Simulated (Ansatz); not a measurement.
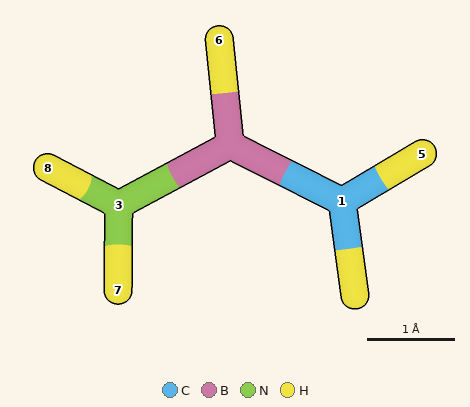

Fig. 1: The structure (stick view, seen on its broad side; atoms are numbered from 1 in the order of the input).

**CH5BN (charge −1): single-point calculation**

CH5BN, charge −1, computed with RKS PBE-D4/def2-TZVPPD (Ansatz 0.2.0).

The geometry comes from this level: PBE0-D4/def2-TZVPD.

## Log
```
Functional definition: PBE
  name "PBE"
  cite "Perdew, Burke & Ernzerhof, Phys. Rev. Lett. 77, 3865 (1996) doi:10.1103/PhysRevLett.77.3865"
  parent pbe
  parameter kappa = 0.804
  parameter beta = 0.06672455060314922
  exchange = pbe_x(kappa = kappa, mu = beta*pi^2/3)
  correlation = pbe_c(beta = beta)
813 factors; their error is unknown
mean field evaluation 1: about -3273.5635 eV, gradient 5.9e1 eV
mean field evaluation 2: about -3218.7617 eV, gradient 1.3e2 eV
mean field evaluation 4: about -3281.7608 eV, gradient 1.2e1 eV
mean field evaluation 8: about -3282.1134 eV, gradient 7.5e-2 eV
mean field evaluation 16: about -3282.0942 eV, gradient 3.8e-5 eV
mean field -3282.09423114 eV, -120.6147383112 hartree, gradient 3.8e-5 eV, S^2 0.000000; 0 other end points of the search recorded, 0 dependent functions left out
reference -3282.09428239 eV, -120.6147401944 hartree; 12, 12 occupied and 184, 184 virtual orbitals, 813 factors
Total energy: -3282.21496818 eV, -120.6191753155 hartree
```

The run was set up as follows.

## The input
```yaml
crystal:
  periodic: [false, false, false]
  atoms:
    - {symbol: C, position_ang: [-0.848059, 0.711512, -0.671290]}
    - {symbol: B, position_ang: [-0.038593, 0.217214, 0.438920]}
    - {symbol: N, position_ang: [0.732345, -1.057437, 0.444738]}
    - {symbol: H, position_ang: [-0.943775, 0.199858, -1.635583]}
    - {symbol: H, position_ang: [-1.447555, 1.620379, -0.607305]}
    - {symbol: H, position_ang: [0.045008, 0.820909, 1.505457]}
    - {symbol: H, position_ang: [0.921333, -1.449252, -0.468169]}
    - {symbol: H, position_ang: [1.579298, -1.063182, 0.993233]}
basis:
  gaussian: {orbitals: "def2-TZVPPD.json"}
total_charge: -1
hamiltonian: {xc: pbe, dispersion: d4}
```

Launch command:
```bash
ansatz run in.yaml --threads 2 --pin off --events-out ev --progress --plain --max-ram 4352MiB
```

## Key numbers

| quantity | value |
| --- | --- |
| outcome | converged |
| total energy | −3282.2150 eV |
| mean-field energy | −3282.0943 eV |
| dispersion energy | −0.1207 eV |
| SCF solution under orbital rotations | stable |
| hardware | 2 threads of Arm Neoverse V1, 23 GiB of memory available, shared host |
| wall time | 1.9 s (CPU time 3.6 s) |
| peak memory | 0.17 GiB |
